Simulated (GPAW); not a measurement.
Band structure of Na3In (Fm-3m, 4 atoms in the cell).

```
Na3In
1.0
    0.00000     3.87723     3.87723
    3.87723     0.00000     3.87723
    3.87723     3.87723     0.00000
Na In
3 1
Direct
  0.25000   0.25000   0.25000
  0.75000   0.75000   0.75000
  0.50000   0.50000   0.50000
  0.00000   0.00000   0.00000
```

Method of the run: PBEsol, GPAW PAW datasets PBEsol (made by gpaw-setup) (plane waves; GPAW).

Settings: mode = pw; ecut = 850 eV; xc = PBEsol; kpts = 5 5 5; mesh shift (steps) = 0 0 0; occupations.name = fermi-dirac; occupations.width = 0.1 eV; nbands = -10; convergence.forces = 0.001 eV/Å; symmetry.symmorphic = false; symmetry.tolerance = 0.0005; maxiter = 120; bandpath_npoints = 50.

The starting cell comes from a database of computed structures (which also holds hypothetical and non-ambient phases and stackings), without a prior relaxation at this level. Its lattice was rescaled by a random factor within 2.5 % of one.

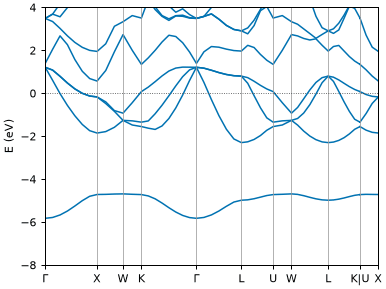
Bands along the path, energies from the Fermi level.

Levels in eV from the Fermi level, bands 14 to 21:
```csv
point,14,15,16,17,18,19,20,21
Γ,-14.12,-5.83,1.21,1.21,1.21,1.39,3.48,3.48
X,-14.12,-4.72,-1.86,-0.17,-0.17,0.57,1.95,6.36
W,-14.12,-4.69,-1.26,-1.26,-0.93,2.73,3.33,4.16
K,-14.12,-4.72,-1.55,-1.35,0.08,1.34,3.50,4.92
L,-14.12,-4.98,-2.30,0.80,0.80,1.96,2.90,2.90
U,-14.12,-4.72,-1.55,-1.35,0.08,1.34,3.50,4.92
```

Bands cross the Fermi level along this path, so the cell is metallic at this level.
